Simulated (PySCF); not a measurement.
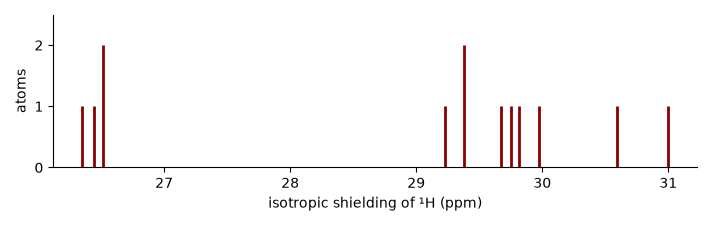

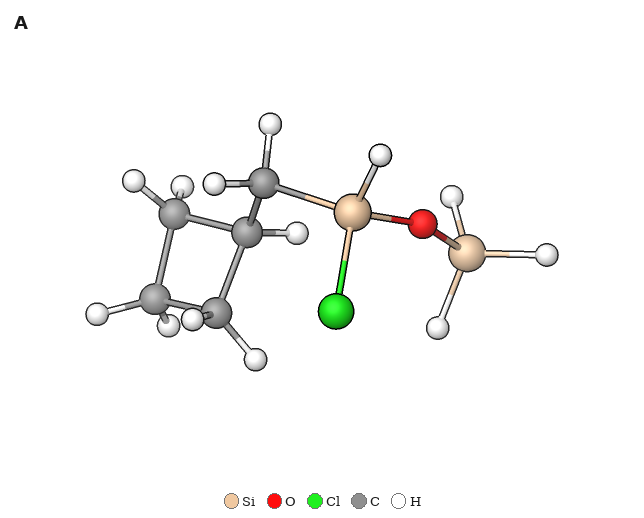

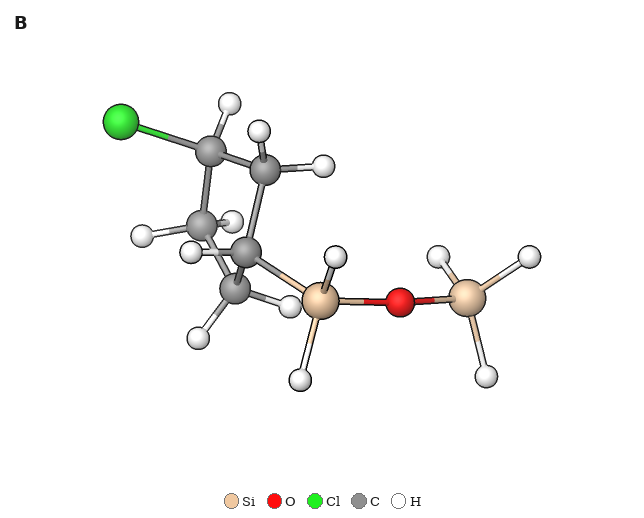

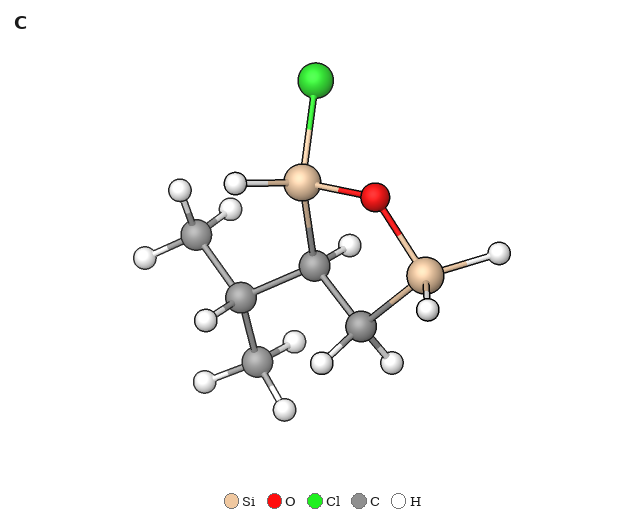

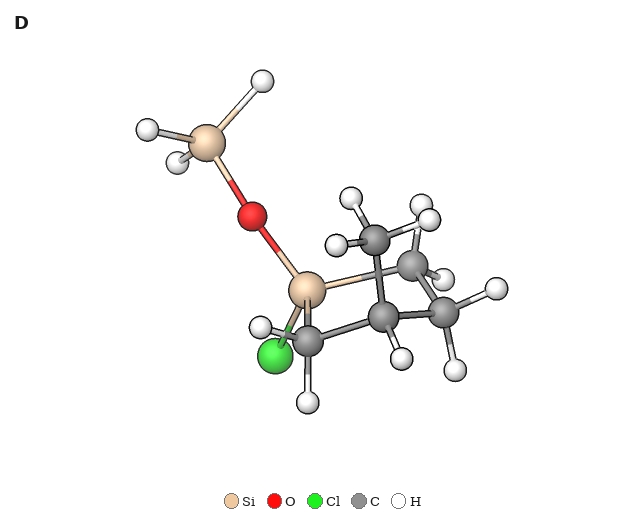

The sticks are computed shieldings of one of the molecules, for one fixed geometry (GFN2-xTB) without averaging over rotations. Low shielding means a high chemical shift. Method: GIAO PBE0/pcSseg-1 NMR shielding, non-relativistic, gas phase (PySCF 2.14.0).

Question: Which molecule gives this pattern?

Answer: A, `[SiH3]O[Si@H](Cl)CC1CCC1`. Its 13 H atoms give lines at 26.35, 26.44, 26.52 (2 atoms), 29.23, 29.38 (2 atoms), 29.67, 29.75, 29.82, 29.98, 30.59, 31.00 ppm.

The geometry is semi-empirical. Around Si such bond lengths and angles can be off by a tenth of an ångström or more and by several degrees, and values that hang on the shape move with them.
